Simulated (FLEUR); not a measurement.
# Mn3Si: energy against a fixed spin moment

Wanted: E(M) for Mn3Si, with its minima.

Method: LDA (VWN); all-electron FLAPW, Dirac cores, scalar-relativistic bands, in FLEUR MaX-R8.1.

### Step 1. The starting structure

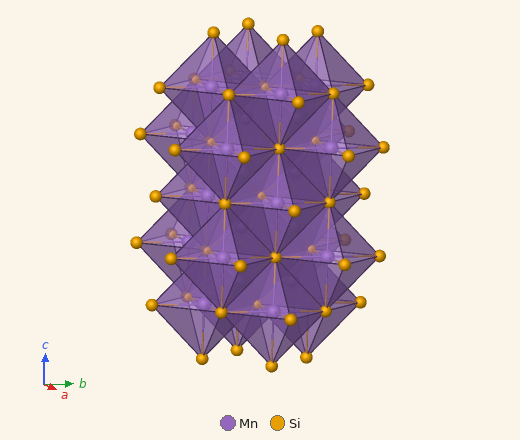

Start, viewed slightly off an axis; manganese purple, silicon orange. 1×1×2 cells are drawn. This picture shows the conventional cell, with its axes. Some periodic images of atoms are drawn too.

### Step 2. Unconstrained state

The free run tells which range of moments is worth scanning.

inpgen writes inp.xml from crystal.txt; cutoffs, mixing, functional, smearing and local orbitals are then set in the file. The k list default-1 (kpts.xml, not shown) is a Γ-centred 8×8×8 mesh; where the ranks do not divide the number of points, some are split in two of half the weight.

The input, inp.xml:

```
<?xml version="1.0" encoding="UTF-8" standalone="no"?>
<fleurInput fleurInputVersion="0.39">
   <comment>
      Mn3Si
   </comment>
   <calculationSetup>
      <cutoffs Kmax="3.6" Gmax="10.8" GmaxXC="10.8" numbands="0"/>
      <scfLoop itmax="90" minDistance="0.00002" maxIterBroyd="15" imix="Anderson" alpha="0.05" precondParam="0.7" spinf="2.0" sdNocoIR="T"/>
      <coreElectrons ctail="T" frcor="F" kcrel="0" coretail_lmax="0"/>
      <xcFunctional name="vwn" relativisticCorrections="F"/>
      <magnetism jspins="2"/>
      <soc l_soc="F" theta="0.0" phi="0.0" spav="F"/>
      <expertModes spex="0" secvar="F"/>
      <geometryOptimization l_f="F" forcealpha="1.0" forcemix="BFGS" epsdisp="0.00001" epsforce="0.00001"/>
      <ldaU l_linMix="F" mixParam="0.05" spinf="1.0"/>
   </calculationSetup>
   <cell>
      <bzIntegration valenceElectrons="49.0" mode="hist" fermiSmearingEnergy="0.00293995">
         <kPointListSelection listName="default-1"/>
         <xi:include xmlns:xi="http://www.w3.org/2001/XInclude" href="kpts.xml"> </xi:include>
      </bzIntegration>
      <xi:include xmlns:xi="http://www.w3.org/2001/XInclude" href="sym.xml"> </xi:include>
      <bulkLattice scale="1.0">
         <bravaisMatrix>
            <row-1>    0.0000000000000000     5.4065064424806000     5.4065064424806000</row-1>
            <row-2>    5.4065064424806000     0.0000000000000000     5.4065064424806000</row-2>
            <row-3>    5.4065064424806000     5.4065064424806000     0.0000000000000000</row-3>
         </bravaisMatrix>
      </bulkLattice>
   </cell>
   <atomSpecies>
      <species name="Manganese 3.500" element="Mn" atomicNumber="25">
         <mtSphere radius="2.28" gridPoints="753" logIncrement="0.016"/>
         <atomicCutoffs lmax="6" lnonsphr="6"/>
         <electronConfig flipSpins="F">
            <coreConfig>(1s1/2) (2s1/2) (2p1/2) (2p3/2)</coreConfig>
            <valenceConfig>(3s1/2) (3p1/2) (3p3/2) (4s1/2) (3d3/2) (3d5/2)</valenceConfig>
            <stateOccupation state="(3d3/2)" spinUp="1.25" spinDown="0.75"/>
            <stateOccupation state="(3d5/2)" spinUp="3.0" spinDown="0.0"/>
         </electronConfig>
         <energyParameters s="4" p="4" d="3" f="4"/>
         <lo type="SCLO" l="0" n="3" eDeriv="0"/>
         <lo type="SCLO" l="1" n="3" eDeriv="0"/>
      </species>
      <species name="Silicon (Si)" element="Si" atomicNumber="14">
         <mtSphere radius="2.28" gridPoints="753" logIncrement="0.015"/>
         <atomicCutoffs lmax="6" lnonsphr="6"/>
         <electronConfig flipSpins="F">
            <coreConfig>(1s1/2) (2s1/2) (2p1/2) (2p3/2)</coreConfig>
            <valenceConfig>(3s1/2) (3p1/2) (3p3/2)</valenceConfig>
            <stateOccupation state="(3p1/2)" spinUp="0.333333" spinDown="0.333333"/>
            <stateOccupation state="(3p3/2)" spinUp="0.666667" spinDown="0.666667"/>
         </electronConfig>
         <energyParameters s="3" p="3" d="3" f="4"/>
      </species>
   </atomSpecies>
   <atomGroups>
      <atomGroup species="Manganese 3.500">
         <relPos label="                   1">1.000/2.000 1.000/2.000 1.000/2.000</relPos>
         <force calculate="T" relaxXYZ="TTT"/>
      </atomGroup>
      <atomGroup species="Manganese 3.500">
         <relPos label="                   2">1.000/4.000 1.000/4.000 1.000/4.000</relPos>
         <relPos label="                   3">-1.000/4.000 -1.000/4.000 -1.000/4.000</relPos>
         <force calculate="T" relaxXYZ="TTT"/>
      </atomGroup>
      <atomGroup species="Silicon (Si)">
         <relPos label="                   4">.0000000000 .0000000000 .0000000000</relPos>
         <force calculate="T" relaxXYZ="TTT"/>
      </atomGroup>
   </atomGroups>
   <output dos="F" band="F" slice="F">
      <bandDOS minEnergy="-.5*Htr" maxEnergy="0.5*Htr" sigma="0.015" storeEVData="T"/>
      <plotting iplot="0" polar="F">
         <plot TwoD="T" vec1="  1.0  0.0  0.0" vec2="  0.0  1.0  0.0" vec3="  0.0  0.0  1.0" zero="  0.0  0.0  0.0" file="plot"/>
      </plotting>
      <moessbauerParams electricFieldGradient="F" isomerShift="F" coreHyperfine="F" valenceHyperfine="F"/>
   </output>
</fleurInput>
```

The input, crystal.txt:

```
Mn3Si
&input film=F cartesian=F /
0.00000000000  2.86100000000  2.86100000000
2.86100000000  0.00000000000  2.86100000000
2.86100000000  2.86100000000  0.00000000000
1.8897261246
1.0 1.0 1.0

4
25 0.50000000000  0.50000000000  0.50000000000 : 3.500
25 0.25000000000  0.25000000000  0.25000000000 : 3.500
25 0.75000000000  0.75000000000  0.75000000000 : 3.500
14 0.00000000000  0.00000000000  0.00000000000

&kpt div1=8 div2=8 div3=8 gamma=T /
```

The run is started by

```console
$ OMP_NUM_THREADS=1 inpgen -f crystal.txt > inpgen.log  # inp.xml is then edited as shown
$ OMP_NUM_THREADS=1 mpirun -n 4 fleur_MPI > fleur.log
```

Output:

```text
Welcome to FLEUR        (www.flapw.de)
      MaX-Release 8.1          (www.max-centre.eu)

 ========== k-point set info ==========
 Selected k-point list: default-1
 k-point list type: mesh
 0 x 0 x 0
 Number of k points: 32

 ------------Calculation Setup---------------------------
 Number of MPI-tasks      :            4
 Number of PE/node        :            4
 Number of OMP-threads    :            1
 k-points in parallel     :            4
 pe's per k-point         :            1
 No of k-point loops      :            8
 Eigenvalue solver        :       lapack
 Number of basis functions:          286
 Approximate size of matrices (H+S) per k-point:         0.001 GB
 --------------------------------------------------------
 Iteration:     1   Distance:      26.53359273 me/bohr^3
 Iteration:     2   Distance:      25.60986531 me/bohr^3
 Iteration:     3   Distance:      23.27000432 me/bohr^3
 Iteration:     4   Distance:      11.28420161 me/bohr^3
 Iteration:     5   Distance:      13.60765177 me/bohr^3
 Iteration:     6   Distance:      15.67983714 me/bohr^3
 Iteration:     7   Distance:      15.30790411 me/bohr^3
 Iteration:     8   Distance:      16.43460755 me/bohr^3
 Iteration:     9   Distance:      14.06990568 me/bohr^3
 Iteration:    10   Distance:      14.22730885 me/bohr^3
[... 51 iterations left out ...]
 Iteration:    62   Distance:       0.02626546 me/bohr^3
 Iteration:    63   Distance:       0.02318822 me/bohr^3
 Iteration:    64   Distance:       0.00799378 me/bohr^3
 Iteration:    65   Distance:       0.02235291 me/bohr^3
 Iteration:    66   Distance:       0.00070152 me/bohr^3
 Iteration:    67   Distance:       0.00210520 me/bohr^3
 Iteration:    68   Distance:       0.00194957 me/bohr^3
 Iteration:    69   Distance:       0.00077799 me/bohr^3
 Iteration:    70   Distance:       0.00054732 me/bohr^3
 Iteration:    71   Distance:       0.00001620 me/bohr^3

 ********************************************************************
 Run finished successfully
 Stop message:
   all done
 ********************************************************************

--- out.xml (last complete iteration) ---
<iteration numberForCurrentRun="   71" overallNumber="   71">
         [... left out ...]
         <bandgap value="0.0094773014" units="eV"/>
         <sumValenceSingleParticleEnergies value="-32.1117249977" units="Htr"/>
         <FermiEnergy value="0.3911460911" units="Htr"/>
         <valenceDensity>
            <mtCharges spin="1">
               <mtCharge atomType="1" total="8.0862972" s="1.1862178" p="3.1825513" d="3.6982546" f="0.0163312"/>
               <mtCharge atomType="2" total="6.5909789" s="1.1540898" p="3.1709100" d="2.2505097" f="0.0122202"/>
               <mtCharge atomType="3" total="1.3084388" s="0.4979418" p="0.6789880" d="0.1135157" f="0.0143269"/>
            </mtCharges>
            <mtCharges spin="2">
               <mtCharge atomType="1" total="5.6939663" s="1.1648596" p="3.1649312" d="1.3436709" f="0.0168355"/>
               <mtCharge atomType="2" total="7.2767755" s="1.1593840" p="3.1804937" d="2.9257164" f="0.0092082"/>
               <mtCharge atomType="3" total="1.2756280" s="0.4752347" p="0.6564561" d="0.1242370" f="0.0157838"/>
            </mtCharges>
            <spinDependentCharge spin="1" total="25.0422670" interstitial="2.4655731" mtSpheres="22.5766939"/>
            <spinDependentCharge spin="2" total="23.9577330" interstitial="2.4345878" mtSpheres="21.5231452"/>
            <totalCharge value="49.0000000000"/>
         </valenceDensity>
         [... left out ...]
         <allElectronCharges>
            <spinDependentCharge spin="1" total="45.0422670" interstitial="2.4660066" mtSpheres="42.5762604"/>
            <spinDependentCharge spin="2" total="43.9577330" interstitial="2.4350208" mtSpheres="41.5227122"/>
            <totalCharge value="88.9999999887"/>
         </allElectronCharges>
         <magneticMomentsInMTSpheres units="muBohr">
            <globalMagMoment atomType="1" vec="0.00000   0.00000   2.39233"/>
            <localMagMoment atomType="1" vec="0.00000   0.00000   2.39233"/>
            <globalMagMoment atomType="2" vec="0.00000   0.00000  -0.68580"/>
            <localMagMoment atomType="2" vec="0.00000   0.00000  -0.68580"/>
            <globalMagMoment atomType="3" vec="0.00000   0.00000   0.03281"/>
            <localMagMoment atomType="3" vec="0.00000   0.00000   0.03281"/>
         </magneticMomentsInMTSpheres>
         <moessbauerParams unitsHFF="kG" unitsIS="e/bohr^3" unitsEFG="Htr/bohr^2">
         </moessbauerParams>
         <totalEnergy value="    -3758.7421855693" units="Htr">
            <sumOfEigenvalues value="    -2162.9348311488">
               <coreElectrons value="-2130.8231061512"/>
               <valenceElectrons value="-32.1117249977"/>
            </sumOfEigenvalues>
            <densityCoulombPotentialIntegral value="-5738.2146162667"/>
            <densityEffectivePotentialIntegral value="-5963.6467548751"/>
            <chargeDenXCDenIntegral value="-170.3697564008"/>
            <FockExchangeEnergyValence value="0.0000000000"/>
            <FockExchangeEnergyCore value="0.0000000000"/>
            <atomTypeDependentContributions atomType="1">
               <electronNucleiInteractionDifferentMTs value="1379.1527480557"/>
               <MadelungTerm value="-11.0001221086"/>
            </atomTypeDependentContributions>
            <atomTypeDependentContributions atomType="2">
               <electronNucleiInteractionDifferentMTs value="2759.2783915372"/>
               <MadelungTerm value="-21.0853734475"/>
            </atomTypeDependentContributions>
            <atomTypeDependentContributions atomType="3">
               <electronNucleiInteractionDifferentMTs value="342.8268334615"/>
               <MadelungTerm value="-6.6335761509"/>
            </atomTypeDependentContributions>
            <tkbTimesEntropy value="0.0029467179"/>
            <freeEnergy value="-3758.7451322872"/>
            <extrapolationTo0K value="-3758.7436589283"/>
         </totalEnergy>
         <densityConvergence units="me/bohr^3">
            <chargeDensity spin="1" distance="0.0000080703"/>
            <chargeDensity spin="2" distance="0.0000082983"/>
            <overallChargeDensity distance="0.0000023617"/>
            <spinDensity distance="0.0000161989"/>
         </densityConvergence>
      </iteration>
```

Run time: 26 s. Hardware: 4 MPI ranks of AMD EPYC 9R45, shared host; peak memory 0.25 GiB.

Spin moment in the muffin-tin sphere by atom:

| atom | spin moment in the muffin-tin sphere (μB) |
| --- | --- |
| Mn1 | 2.39 |
| Mn2 | -0.69 |
| Mn3 | -0.69 |
| Si4 | 0.03 |

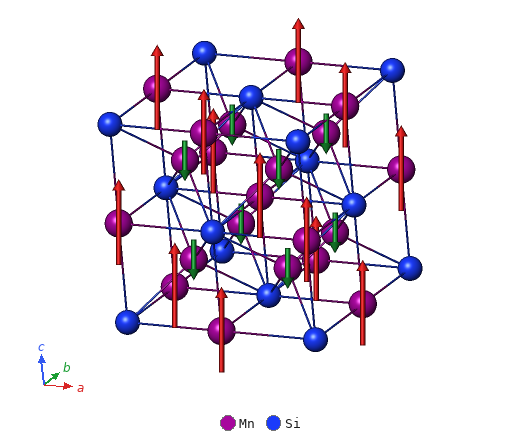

Spin moment in the muffin-tin sphere as arrows, the longest 2.39 μB. Up and down stand for the sign. Arrows give size and sign along the axis of quantisation, drawn up and down the page. Each arrow also spans its atom, so small moments look longer than they are. The two directions have two colours. Some periodic images of atoms are drawn too.

Numbers from this step:

```yaml
free_energy: -102280.6656 eV
program_s_band_gap_on_this_mesh_in_a_metal_only_a_level_spacing: 0.009477 eV
magnetization: 1.085 μB
final_state: ferrimagnetic
```

The typed pattern was not kept: a seeded moment turned or collapsed.

After 71 cycles the largest moment stands at 2.39 μB.

### Step 3. No spin polarisation

Edit inp.xml of step 2 so:

```diff
@@ -10,3 +10,3 @@
       <xcFunctional name="vwn" relativisticCorrections="F"/>
-      <magnetism jspins="2"/>
+      <magnetism jspins="1"/>
       <soc l_soc="F" theta="0.0" phi="0.0" spav="F"/>
@@ -31,3 +31,3 @@
    <atomSpecies>
-      <species name="Manganese 3.500" element="Mn" atomicNumber="25">
+      <species name="Manganese (Mn)" element="Mn" atomicNumber="25">
          <mtSphere radius="2.28" gridPoints="753" logIncrement="0.016"/>
@@ -37,4 +37,4 @@
             <valenceConfig>(3s1/2) (3p1/2) (3p3/2) (4s1/2) (3d3/2) (3d5/2)</valenceConfig>
-            <stateOccupation state="(3d3/2)" spinUp="1.25" spinDown="0.75"/>
-            <stateOccupation state="(3d5/2)" spinUp="3.0" spinDown="0.0"/>
+            <stateOccupation state="(3d3/2)" spinUp="1.000000" spinDown="1.000000"/>
+            <stateOccupation state="(3d5/2)" spinUp="1.500000" spinDown="1.500000"/>
          </electronConfig>
@@ -57,3 +57,3 @@
    <atomGroups>
-      <atomGroup species="Manganese 3.500">
+      <atomGroup species="Manganese (Mn)">
          <relPos label="                   1">1.000/2.000 1.000/2.000 1.000/2.000</relPos>
@@ -61,3 +61,3 @@
       </atomGroup>
-      <atomGroup species="Manganese 3.500">
+      <atomGroup species="Manganese (Mn)">
          <relPos label="                   2">1.000/4.000 1.000/4.000 1.000/4.000</relPos>
```

The input, crystal.txt:

```
Mn3Si
&input film=F cartesian=F /
0.00000000000  2.86100000000  2.86100000000
2.86100000000  0.00000000000  2.86100000000
2.86100000000  2.86100000000  0.00000000000
1.8897261246
1.0 1.0 1.0

4
25 0.50000000000  0.50000000000  0.50000000000
25 0.25000000000  0.25000000000  0.25000000000
25 0.75000000000  0.75000000000  0.75000000000
14 0.00000000000  0.00000000000  0.00000000000

&kpt div1=8 div2=8 div3=8 gamma=T /
```

Output:

```text
[banner, memory and clock lines left out]
Welcome to FLEUR        (www.flapw.de)
      MaX-Release 8.1          (www.max-centre.eu)

 ========== k-point set info ==========
 Selected k-point list: default-1
 k-point list type: mesh
 0 x 0 x 0
 Number of k points: 32

 [... set-up left out ...]
 Iteration:     1   Distance:      20.73779917 me/bohr^3
 Iteration:     2   Distance:      14.22849787 me/bohr^3
 Iteration:     3   Distance:      12.58909291 me/bohr^3
 Iteration:     4   Distance:       6.39705747 me/bohr^3
 Iteration:     5   Distance:       3.83835160 me/bohr^3
 Iteration:     6   Distance:       1.62399962 me/bohr^3
 Iteration:     7   Distance:       3.80266473 me/bohr^3
 Iteration:     8   Distance:       0.32966383 me/bohr^3
[... lines left out ...]
 Iteration:    14   Distance:       0.00200257 me/bohr^3
 Iteration:    15   Distance:       0.00017944 me/bohr^3
 Iteration:    16   Distance:       0.00013558 me/bohr^3
 Iteration:    17   Distance:       0.00010865 me/bohr^3
 Iteration:    18   Distance:       0.00003377 me/bohr^3
 Iteration:    19   Distance:       0.00000897 me/bohr^3

 ********************************************************************
 Run finished successfully
 Stop message:
   all done
 ********************************************************************

--- out.xml (last complete iteration) ---
<iteration numberForCurrentRun="   19" overallNumber="   19">
         [... left out ...]
         <bandgap value="0.0000000000" units="eV"/>
         <sumValenceSingleParticleEnergies value="-32.1931336582" units="Htr"/>
         <FermiEnergy value="0.3932535776" units="Htr"/>
         [... left out ...]
         <totalEnergy value="    -3758.7282239181" units="Htr">
            <sumOfEigenvalues value="    -2163.2877455821">
               <coreElectrons value="-2131.0946119240"/>
               <valenceElectrons value="-32.1931336582"/>
            </sumOfEigenvalues>
         [... left out ...]
            <freeEnergy value="-3758.7336028225"/>
            <extrapolationTo0K value="-3758.7309133703"/>
         </totalEnergy>
         <densityConvergence units="me/bohr^3">
            <chargeDensity spin="1" distance="0.0000089715"/>
         </densityConvergence>
      </iteration>
```

The job ended after 5 s (4 MPI ranks; peak memory 0.21 GiB).

Read from the output:

| Property | Result |
| --- | --- |
| free energy | -102280.3519 eV |
| program's band gap on this mesh (in a metal only a level spacing) | 0 eV |
| final state | non-magnetic (no spin polarisation) |

Its energy lies +313.7 meV a cell from the free run's.

[end of part 1 of 2]

[Logs and program files are shortened in this print: banners, set-up blocks, solver, clock and traceback lines can be left out without a mark of their own.]

[Logs are printed without paths, hosts, clocks, repeated set-up lines and the standing remarks that a program may print on its own settings, such as how far it seeks lower states.]

[Hosts, paths, dates, database ids (printed as entryN), source tags and the programs' standing remarks are cut or masked in the printed files.]

[Where a cell is said to come from a database of computed structures, the database is the Materials Project.]
